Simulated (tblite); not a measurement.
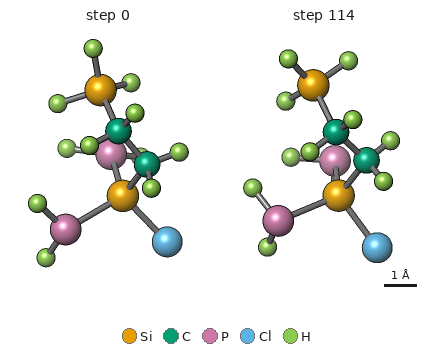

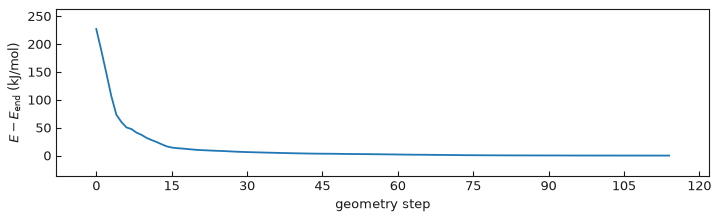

First and last geometry of a relaxation of C₂H₁₁ClP₂Si₂, with the history of the run. Style: ball-and-stick. Shown from a free direction.

Computed with GFN2-xTB geometry optimisation, gas phase (tblite 0.8.0). 

What do the curves and the structures tell?

Answer. It converged. The energy falls by 227.0 kJ/mol in 114 geometry steps. The largest move after the best rigid fit is that of an H atom, 1.47 Å. Largest moves by element: H 1.47 Å, P 0.48 Å, Cl 0.40 Å, Si 0.37 Å, C 0.22 Å. Among the contacts that change: P–Si 3.174 → 3.967 Å, P–Si 2.163 → 2.279 Å, H–P 1.449 → 1.387 Å, C–Si 1.844 → 1.902 Å. Bond angles that change, for instance: H–P–H 116.2° → 92.6°, H–P–H 115.6° → 92.2°, Si–P–H 116.2° → 94.5°. Groups turn about C–Si by about 30°, C–Si by about 25°.

```tsv
step	E − E(0), kJ/mol
0	0.00
1	-38.40
2	-79.08
3	-120.45
4	-153.84
5	-166.74
6	-176.51
7	-179.46
8	-185.78
9	-189.85
10	-195.20
15	-212.59
21	-217.26
26	-219.19
32	-221.22
37	-222.37
43	-223.46
48	-223.87
54	-224.42
59	-224.95
65	-225.52
70	-225.95
76	-226.42
81	-226.61
87	-226.74
92	-226.81
98	-226.92
103	-226.95
109	-226.99
114	-227.01
```
